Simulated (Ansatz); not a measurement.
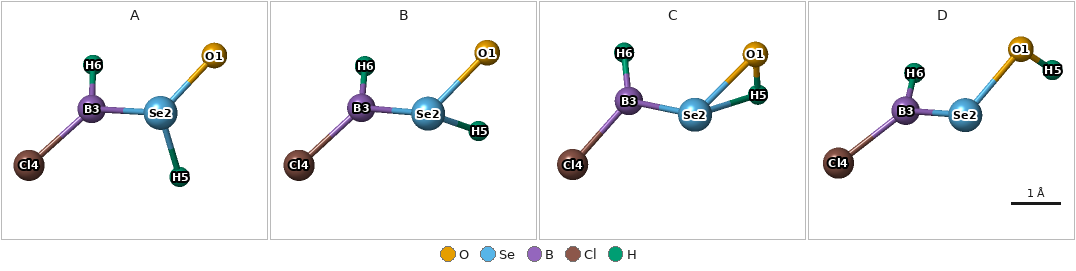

4 geometries from a converged minimum-energy path of BH₂SeOCl, shuffled. The picture is a ball-and-stick view, seen from a free direction.

All numbers below come from RKS revPBE-D4/def2-SVP in Ansatz 0.2.0. Set-up: 7 movable images; climbing image; force threshold 0.05 eV/Å; iteration limit 60; starting path through a guess of the saddle point.

### Which frame is the top of the path?

B. In order along the path, whose images run from 0 to 8: D (image 0, 0.0 kJ/mol), C (image 3, +82.5 kJ/mol), B (image 5, +309.4 kJ/mol), A (image 8, +200.7 kJ/mol). A hydrogen atom shifts from one atom to another. Breaking: O1–H5 (0.98 → 1.77 at the top → 2.65 Å). Forming: Se2–H5 (2.30 → 1.51 at the top → 1.56 Å).

The run took 97 s on 2 threads of Intel(R) Xeon(R) Platinum 8488C (Sapphire Rapids), on a shared host, peak memory 0.15 GiB.
